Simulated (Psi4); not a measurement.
# SiNH3ClO (SMILES [NH][SiH](O)Cl) at UB3LYP/6-31G(d) (spherical functions)

Aim: the vertical ionisation energy of SiNH3ClO at UB3LYP/6-31G* (spherical functions), from 2 runs. 

The results are computed with Psi4 1.11.

3 further runs of the same task are left out: 2 that didn't finish, 1 set aside as unsound or not needed.

## 1. The molecule

The species is SiNH3ClO (7 atoms), meant as a doublet with charge 0. As SMILES, `[NH][SiH](O)Cl`. Geometry: relaxed at PBE0-D4/def2-TZVP. This is one conformer, not always the lowest.

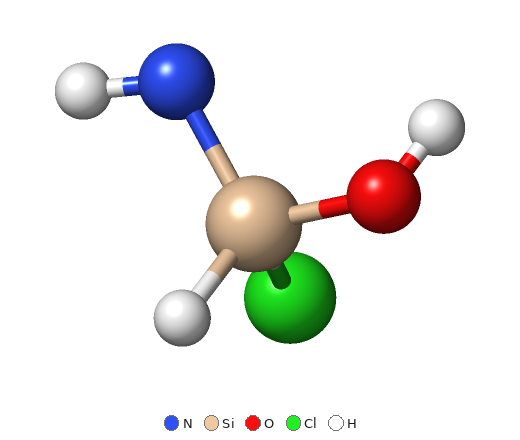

The structure, seen from a chosen angle (nitrogen blue, silicon light orange, oxygen red, chlorine green, hydrogen white).

## 2. A single-point energy at UB3LYP/6-31G(d) (spherical functions)

calc.in

```
memory 2200 mb

molecule mol {
  0 2
  N     -0.309900     1.111500    -0.879100
  Si    -0.073900    -0.114300     0.330400
  O      1.465600    -0.630300     0.304800
  Cl    -1.390000    -1.593900    -0.221000
  H     -1.151500     1.677300    -0.756300
  H     -0.348600     0.280200     1.724700
  H      1.869600    -0.798400    -0.549200
  units angstrom
  symmetry c1
}

set globals {
  basis 6-31G*
  reference uks
  puream true
  e_convergence 1e-09
  d_convergence 1e-08
  scf_type pk
  dft_radial_points 99
  dft_spherical_points 590
  maxiter 100
}

e, wfn = energy("b3lyp", return_wfn=True)
```

Command:

```console
$ psi4 -n 1 calc.in calc.out
```

calc.out:

```text
[...]
  Running in c1 symmetry.
[...]
  Nuclear repulsion =  216.933065285409384
[...]
  Multiplicity = 2
[...]
  Nalpha       = 25
  Nbeta        = 24
[...]
    Number of basis functions: 70
[...]
   @UKS iter   1:  -880.98847603795787    3.55560e-02   1.43134e-02 ADIIS/DIIS
[...]
   @UKS iter  17:  -881.49980629033269    2.27374e-13   1.91135e-09 DIIS
[...]
   @S^2 Observed:                7.529572531E-01
[...]
    Orbital Energies [Eh]
    ---------------------
    Alpha Occupied:
       1A   -101.521767     2A    -66.189857     3A    -19.165037
       4A    -14.363544     5A     -9.456792     6A     -7.217151
       7A     -7.211454     8A     -7.211077     9A     -5.342770
      10A     -3.702945    11A     -3.700810    12A     -3.699698
      13A     -1.030011    14A     -0.864382    15A     -0.827302
      16A     -0.583931    17A     -0.501062    18A     -0.448978
      19A     -0.418314    20A     -0.382563    21A     -0.359661
      22A     -0.342241    23A     -0.330264    24A     -0.317584
      25A     -0.305477
    Alpha Virtual:
[...]
  @UKS Final Energy:  -881.49980629033269
   => Energetics <=
    Nuclear Repulsion Energy =            216.9330652854093842
    One-Electron Energy =               -1648.4336846579335543
    Two-Electron Energy =                 603.1497411393578432
    DFT Exchange-Correlation Energy =     -53.1489280571663514
    Empirical Dispersion Energy =           0.0000000000000000
    VV10 Nonlocal Energy =                  0.0000000000000000
    Total Energy =                       -881.4998062903326854
[...]
 Multipole Moments:
 ------------------------------------------------------------------------------------
     Multipole            Electronic (a.u.)      Nuclear  (a.u.)        Total (a.u.)
 ------------------------------------------------------------------------------------
 L = 1.  Multiply by 2.5417464519 to convert [e a0] to [Debye]
 Dipole X            :         -2.2434868            2.2495956            0.0061088
 Dipole Y            :         -3.1147854            3.5833792            0.4685938
 Dipole Z            :         -0.7628253            0.7165335           -0.0462918
 Magnitude           :                                                    0.4709144
[...]
```

Wall time 27 s (1 thread of AMD EPYC 7R43 (Zen 3), shared host); peak memory 0.93 GiB.

## 3. The singlet cation: energy and forces at B3LYP/6-31G(d) (spherical functions)

clh3nosi.py

```python
import psi4

psi4.set_memory('2200 MB')
psi4.set_num_threads(1)
psi4.core.set_output_file('clh3nosi.out', False)

geom = psi4.geometry("""
1 1
N     -0.58562613     2.10043059    -1.66125824
Si    -0.13965076    -0.21599570     0.62436551
O      2.76958261    -1.19109438     0.57598852
Cl    -2.62671931    -3.01203447    -0.41762947
H     -2.17601963     3.16963763    -1.42919987
H     -0.65875853     0.52950126     3.25921065
H      3.53303196    -1.50875734    -1.03783759
units au
symmetry c1
no_reorient
no_com
""")

psi4.set_options({
    'basis': '6-31G*',
    'reference': 'rks',
    'puream': True,
    'e_convergence': 1e-09,
    'd_convergence': 1e-08,
    'scf_type': 'pk',
    'dft_radial_points': 99,
    'dft_spherical_points': 590,
})

energy_value, wavefunction = psi4.gradient('B3LYP', molecule=geom, return_wfn=True)
psi4.oeprop(wavefunction, 'DIPOLE', 'LOWDIN_CHARGES', 'MAYER_INDICES')
print('gradient / Eh bohr^-1')
print(energy_value.np.round(6))
print(f'energy = {wavefunction.energy():.10f} Eh')
```

Command:

```console
$ python clh3nosi.py
```

clh3nosi.out:

```text
[...]
  Running in c1 symmetry.
[...]
  Nuclear repulsion =  216.933065398246640
[...]
  Multiplicity = 1
[...]
  Nalpha       = 24
  Nbeta        = 24
[...]
    Number of basis functions: 70
[...]
   @RKS iter   1:  -880.58960161433129    4.34430e-01   1.38915e-02 ADIIS/DIIS
[...]
   @RKS iter  18:  -881.08666533970450   -2.16005e-12   4.49088e-09 DIIS
[...]
    Orbital Energies [Eh]
    ---------------------
    Doubly Occupied:
       1A   -101.787754     2A    -66.427609     3A    -19.395374
       4A    -14.698007     5A     -9.720142     6A     -7.481420
       7A     -7.475933     8A     -7.472379     9A     -5.582030
      10A     -3.941895    11A     -3.940762    12A     -3.938189
      13A     -1.252390    14A     -1.136279    15A     -1.076974
      16A     -0.815665    17A     -0.758587    18A     -0.690173
      19A     -0.644442    20A     -0.605463    21A     -0.599173
      22A     -0.579407    23A     -0.560930    24A     -0.557952
[...]
  @RKS Final Energy:  -881.08666533970450
   => Energetics <=
    Nuclear Repulsion Energy =            216.9330653982466401
    One-Electron Energy =               -1636.0899437720092919
    Two-Electron Energy =                 590.8956003667593677
    DFT Exchange-Correlation Energy =     -52.8253873327013039
    Empirical Dispersion Energy =           0.0000000000000000
    VV10 Nonlocal Energy =                  0.0000000000000000
    Total Energy =                       -881.0866653397044956
[...]
  -Total Gradient:
     Atom            X                  Y                   Z
    ------   -----------------  -----------------  -----------------
       1        0.008350510104     0.010364089918     0.018131558359
       2       -0.015599659534     0.020414646611    -0.042362908226
       3        0.004434208937    -0.009861331549    -0.003599319001
       4        0.004436680838    -0.008528391634     0.013722052919
       5        0.007706502633    -0.014937698427    -0.000771703114
       6        0.003607807020    -0.004865945380     0.002934439824
       7       -0.012924310778     0.007405791319     0.011948274593
[...]
 Multipole Moments:
 ------------------------------------------------------------------------------------
     Multipole            Electronic (a.u.)      Nuclear  (a.u.)        Total (a.u.)
 ------------------------------------------------------------------------------------
 L = 1.  Multiply by 2.5417464519 to convert [e a0] to [Debye]
 Dipole X            :         27.0086948          -27.8538071           -0.8451123
 Dipole Y            :         47.0907570          -46.8638852            0.2268718
 Dipole Z            :          4.1196199           -4.5873102           -0.4676902
 Magnitude           :                                                    0.9921793
[...]
```

On the terminal:

```text
gradient / Eh bohr^-1
[[ 0.008351  0.010364  0.018132]
 [-0.0156    0.020415 -0.042363]
 [ 0.004434 -0.009861 -0.003599]
 [ 0.004437 -0.008528  0.013722]
 [ 0.007707 -0.014938 -0.000772]
 [ 0.003608 -0.004866  0.002934]
 [-0.012924  0.007406  0.011948]]
energy = -881.0866653397 Eh
```

It took 23 s on 1 thread of AMD EPYC 7R43 (Zen 3), shared host; peak memory 0.92 GiB.

## 4. Results

Level: UB3LYP/6-31G* (spherical functions).

| quantity | value |
| --- | --- |
| doublet SiNH3ClO: total energy | -881.49981 Eh |
| doublet SiNH3ClO: dipole moment | 1.20 D |
| doublet SiNH3ClO: HOMO energy (highest over α and β) | -7.87 eV |
| doublet SiNH3ClO: LUMO energy (lowest over α and β) | -3.99 eV |
| doublet SiNH3ClO: ⟨S²⟩ | 0.753 |
| singlet cation: total energy | -881.08667 Eh |
| singlet cation: HOMO energy | -15.18 eV |
| singlet cation: LUMO energy | -13.45 eV |
| singlet cation: HOMO–LUMO gap | 1.74 eV |
| singlet cation: largest force on an atom | 2.548 eV/Å |
| vertical ionisation energy (to the singlet cation) | 11.242 eV |

In words: Removing an electron at fixed nuclei costs 11.24 eV (1085 kJ/mol). Only the singlet of the ionised species was computed; a triplet could lie lower.
